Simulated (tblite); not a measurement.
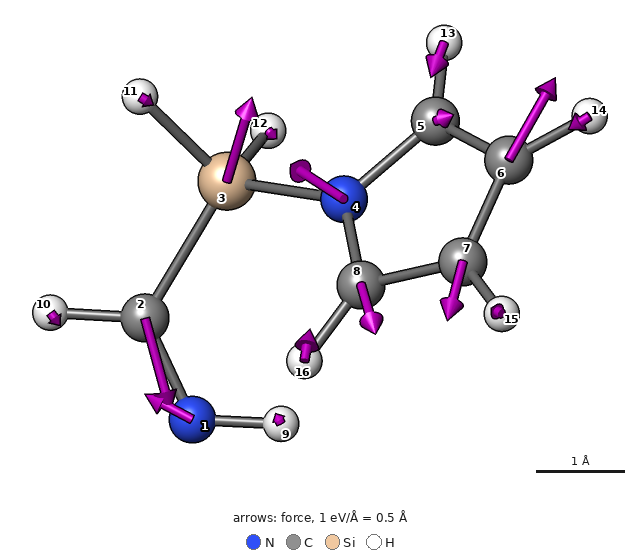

Starting geometry of C5H8N2Si with the computed forces as purple arrows. A ball-and-stick model, seen from a free direction.

Computed with GFN2-xTB geometry optimisation, gas phase (tblite 0.8.0). 

Question: What follows when this structure is relaxed?

Answer: It isn't relaxed: the largest force vector, on N4, is 2.49 eV/Å. The final displacements have little in common with the starting forces (cosine between the two patterns 0.07). The largest move after the best rigid fit is that of H10, 0.71 Å. Largest moves by element: H 0.71 Å, N 0.33 Å, C 0.31 Å, Si 0.31 Å. Some distances before and after: C2–Si3 1.836 → 1.912 Å, Si3–N4 1.797 → 1.748 Å, C6–C7 1.374 → 1.416 Å, Si3–H11 1.494 → 1.464 Å. Bond angles that change, for instance: H11–Si3–H12 106.6° → 113.9°, N4–C8–H16 126.9° → 120.5°, Si3–N4–C5 121.7° → 127.4°. Groups turn about Si3–N4 by about 30°, C2–Si3 by about 25°. The energy falls by 32.6 kJ/mol in 132 geometry steps. The run took 1.5 s on 1 thread of Arm Neoverse N1, on a shared host.
